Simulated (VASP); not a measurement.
# Adsorption sites of OH on Cu(111), part 3 of 8

Where does OH sit on Cu(111), and how strongly does it bind?

VASP 6.6.1, plane waves and PAW; the level of theory is named at each step.

So far. Step 3 (The bulk reference, job self-consistent run, k-mesh …): The run ends at a pressure of -0.70 GPa. Step 4 (Relaxing the slab): The run ended after 8 ionic steps, 0.015 eV below its first step, once the forces on the free atoms met EDIFFG = -0.03.

## Step 5: Potential and states of the slab

Level of this step: PBE; plane waves and PAW (Cu) (VASP).

A static run writes the electrostatic potential without exchange and correlation (LVHAR), which is flat in the vacuum and gives the level to count from. The dipole correction cancels the field that unlike faces would set up across the vacuum.

The input, INCAR:

```
SYSTEM = Cu
PREC = Normal
ENCUT = 440
EDIFF = 1E-06
NELM = 120
ISMEAR = 1
SIGMA = 0.15
LREAL = .FALSE.
ALGO = Fast
GGA = PE
NBANDS = 81
LASPH = .TRUE.
LORBIT = 11
LWAVE = .FALSE.
LCHARG = .FALSE.
KPAR = 4
IDIPOL = 3
LDIPOL = .TRUE.
DIPOL = 0.5 0.5 0.498
LVHAR = .TRUE.
LVACPOTAV = .TRUE.
NEDOS = 1500
```

The input, POSCAR:

```
Cu
1.0
    5.1420389754      0.0000000000      0.0000000000
    2.5710194877      4.4531363799      0.0000000000
    0.0000000000      0.0000000000     19.1984572424
Cu
12
Selective dynamics
Direct
    0.1666666700      0.1666666700      0.3906563900  F F F
    0.6666666700      0.1666666700      0.3906563900  F F F
    0.1666666700      0.6666666700      0.3906563900  F F F
    0.6666666700      0.6666666700      0.3906563900  F F F
    0.8333333300      0.3333333300      0.4980034561  T T T
    0.3333333300      0.3333333300      0.4980034561  T T T
    0.8333333300      0.8333333300      0.4980034561  T T T
    0.3333333300      0.8333333300      0.4980034561  T T T
    0.0000000000      0.0000000000      0.6053060315  T T T
    0.5000000000      0.0000000000      0.6053060315  T T T
    0.0000000000      0.5000000000      0.6053060315  T T T
    0.5000000000      0.5000000000      0.6053060315  T T T
```

The input, KPOINTS:

```
Automatic mesh
0
Gamma
6 6 1
0 0 0
```

Potentials, in the order of the species: Cu (PBE family, release 64).

Command:

```
$ mpirun -np 4 vasp_std
```

Log:

```text
[... set-up lines as in an earlier step ...]
 entering main loop
       N       E                     dE             d eps       ncg     rms          rms(c)
DAV:   1     0.114664010395E+04    0.11466E+04   -0.50946E+04  1134   0.174E+03
DAV:   2     0.787004082106E+02   -0.10679E+04   -0.10321E+04  1134   0.400E+02
DAV:   3    -0.449317921638E+02   -0.12363E+03   -0.11441E+03  1206   0.191E+02
DAV:   4    -0.502508375046E+02   -0.53190E+01   -0.52508E+01  1242   0.528E+01
DAV:   5    -0.503984765965E+02   -0.14764E+00   -0.14740E+00  1483   0.690E+00    0.255E+01
RMM:   6    -0.454504704384E+02    0.49480E+01   -0.11483E+02  1210   0.993E+01    0.148E+01
RMM:   7    -0.408551360478E+02    0.45953E+01   -0.25450E+01  1157   0.509E+01    0.183E+00
RMM:   8    -0.408700298286E+02   -0.14894E-01   -0.16381E+00  1244   0.650E+00    0.128E+00
RMM:   9    -0.408759630875E+02   -0.59333E-02   -0.36341E-01  1261   0.312E+00    0.681E-01
RMM:  10    -0.408745367575E+02    0.14263E-02   -0.10752E-01  1299   0.221E+00    0.274E-01
RMM:  11    -0.408702446200E+02    0.42921E-02   -0.27374E-02  1295   0.116E+00    0.253E-01
RMM:  12    -0.408695108610E+02    0.73376E-03   -0.10566E-02  1290   0.645E-01    0.214E-01
RMM:  13    -0.408673602493E+02    0.21506E-02   -0.52002E-03  1286   0.469E-01    0.148E-01
RMM:  14    -0.408667876784E+02    0.57257E-03   -0.33606E-03  1277   0.464E-01    0.736E-02
RMM:  15    -0.408670469079E+02   -0.25923E-03   -0.13366E-03  1331   0.180E-01    0.449E-02
RMM:  16    -0.408674983830E+02   -0.45148E-03   -0.42722E-04  1393   0.950E-02    0.230E-02
RMM:  17    -0.408676687009E+02   -0.17032E-03   -0.20378E-04  1286   0.106E-01    0.260E-02
RMM:  18    -0.408677703074E+02   -0.10161E-03   -0.98858E-05  1282   0.749E-02    0.134E-02
RMM:  19    -0.408678367490E+02   -0.66442E-04   -0.38557E-05  1271   0.378E-02    0.102E-02
RMM:  20    -0.408679137688E+02   -0.77020E-04   -0.37375E-05  1272   0.486E-02    0.978E-03
RMM:  21    -0.408679714592E+02   -0.57690E-04   -0.94423E-06  1196   0.259E-02    0.222E-03
RMM:  22    -0.408680015537E+02   -0.30095E-04   -0.40242E-06   908   0.785E-03    0.870E-04
RMM:  23    -0.408680138653E+02   -0.12312E-04   -0.13065E-06   786   0.699E-03    0.907E-04
RMM:  24    -0.408680154125E+02   -0.15472E-05   -0.28294E-07   731   0.377E-03    0.325E-04
RMM:  25    -0.408680158228E+02   -0.41028E-06   -0.11026E-07   712   0.230E-03
 -----------------------------------------------------------------------------
|                                                                             |
|           W    W    AA    RRRRR   N    N  II  N    N   GGGG   !!!           |
|           W    W   A  A   R    R  NN   N  II  NN   N  G    G  !!!           |
|           W    W  A    A  R    R  N N  N  II  N N  N  G       !!!           |
|           W WW W  AAAAAA  RRRRR   N  N N  II  N  N N  G  GGG   !            |
|           WW  WW  A    A  R   R   N   NN  II  N   NN  G    G                |
|           W    W  A    A  R    R  N    N  II  N    N   GGGG   !!!           |
|                                                                             |
|     Did not find any points to average over, which means that no vacuum     |
|     field-free region was found. Please increase the size of  your cell     |
|     in the dimension of the dipole correction to obtain accurate            |
|     workfunction values.                                                    |
|                                                                             |
 -----------------------------------------------------------------------------

   1 F= -.40868016E+02 E0= -.40851175E+02  d E =-.505213E-01
```

Run time: 43 s. Hardware: 4 MPI ranks of Intel Xeon 6975P-C (Granite Rapids), shared host; peak memory 1.4 GiB.

Parts of OUTCAR (step 5):

```text
   NELECT =     132.0000    total number of electrons

 dipolmoment           0.000000      0.000000     -0.000043 electrons x Angstroem

 E-fermi :  -0.6929

 k-point     1 :       0.0000    0.0000    0.0000
  band No.  band energies     occupation
    ...
     60      -2.0167      2.00000
     61      -2.0022      2.00000
     62      -2.0022      2.00000
     63      -2.0022      2.00000
     64      -0.6708      0.75377
     65      -0.6258      0.32048
     66      -0.6258      0.32048
     67      -0.6258      0.32027
     68       0.4776     -0.00000
     69       0.4776     -0.00000
    ...

  Total       -4.0486157     -4.0486157     -0.5000231      0.0000000     -0.0000000      0.0000000
  in kB      -14.7553477    -14.7553477     -1.8223550      0.0000000     -0.0000000      0.0000000
  external PRESSURE =     -10.4443501 kB  Pullay stress =       0.0000000 kB

 POSITION                                       TOTAL-FORCE (eV/Angst)
 -----------------------------------------------------------------------------------
      1.28551      0.74219      7.50000        -0.000000      0.000000     -0.007654
      3.85653      0.74219      7.50000         0.000000      0.000000     -0.007654
      2.57102      2.96876      7.50000         0.000000     -0.000000     -0.007654
      5.14204      2.96876      7.50000         0.000000      0.000000     -0.007654
      5.14204      1.48438      9.56090         0.000000      0.000000     -0.010944
      2.57102      1.48438      9.56090        -0.000000     -0.000000     -0.010944
      6.42755      3.71095      9.56090        -0.000000      0.000000     -0.010944
      3.85653      3.71095      9.56090        -0.000000     -0.000000     -0.010944
      0.00000      0.00000     11.62094        -0.000000      0.000000      0.018598
      2.57102      0.00000     11.62094         0.000000      0.000000      0.018598
      1.28551      2.22657     11.62094         0.000000     -0.000000      0.018598
      3.85653      2.22657     11.62094         0.000000     -0.000000      0.018598
 -----------------------------------------------------------------------------------
    total drift:                                0.000008      0.000005      0.018039

  FREE ENERGIE OF THE ION-ELECTRON SYSTEM (eV)
  ---------------------------------------------------
  free  energy   TOTEN  =       -40.8680158228 eV

  energy  without entropy=      -40.8174945630  energy(sigma->0) =      -40.85117540

 vacuum level on the upper side and lower side of the slab         4.002         4.002

[... 6 parts as in an earlier step ...]

[... 11 further parts left out ...]
```

This step gave:

```
electronic cycles                          : 25
Fermi energy                               : -0.6929 eV
dipole moment                              : 0, 0, -4.30e-5 e·Å
vacuum levels                              : 4.002, 4.002 eV
work functions of the upper and lower face : 4.695, 4.695 eV
```

Zero at the Fermi level. Planar average of the electrostatic potential against height:

| height (Å) | planar average of the electrostatic potential (eV) |
| --- | --- |
| 0 | 4.70 |
| 1 | 4.70 |
| 2 | 4.70 |
| 3 | 4.70 |
| 4 | 4.69 |
| 5 | 4.63 |
| 6 | 3.83 |
| 7 | -7.95 |
| 8 | -7.96 |
| 9 | -6.87 |
| 10 | -9.58 |
| 11 | -5.27 |
| 12 | -10.6 |
| 13 | 3.51 |
| 14 | 4.61 |
| 15 | 4.69 |
| 16 | 4.70 |
| 17 | 4.70 |
| 18 | 4.70 |
| 19 | 4.70 |

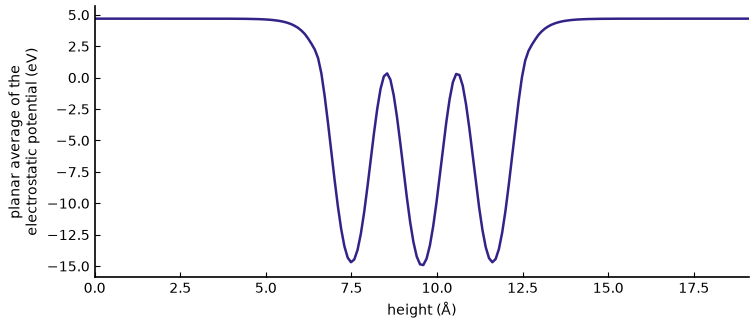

Planar average of the electrostatic potential against height.

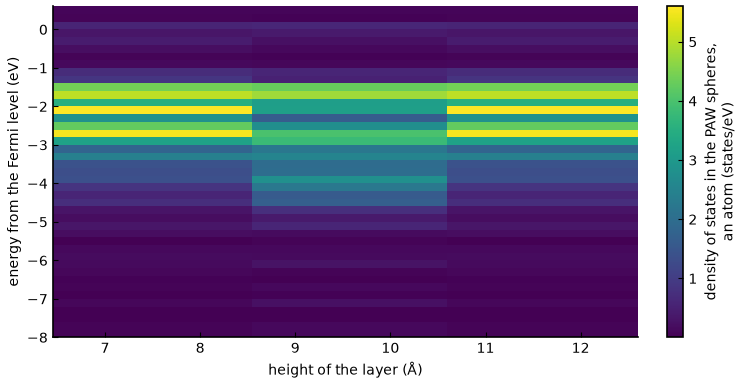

Density of states in the PAW spheres, an atom over height of the layer and energy from the Fermi level.

The map of layer states is cut here 0.5 eV above the Fermi level, so it leaves out the states above that.

The vacuum level lies 4.69 eV above the Fermi level at the upper face; both faces agree, as the slab has next to no dipole.

The program found no field-free point at its default tolerance, but its printed level agrees with the flat part of the planar average.

On this mesh the fine structure of the density of states is sampling noise, and high empty states may be cut by the number of bands.

[end of part 3 of 8]

[Lines on the potential files, build, host, timing and source positions are cut from VASP's logs without a mark.]

[Logs are printed without paths, hosts, clocks, repeated set-up lines and the standing remarks that a program may print on its own settings, such as how far it seeks lower states.]

[Hosts, paths, dates, database ids (printed as entryN), source tags and the programs' standing remarks are cut or masked in the printed files.]

[Runs that stopped without an error message from VASP are left out.]

[In band tables of VASP the shares of atoms and orbitals are scaled to a sum of 1 inside the atoms' spheres.]
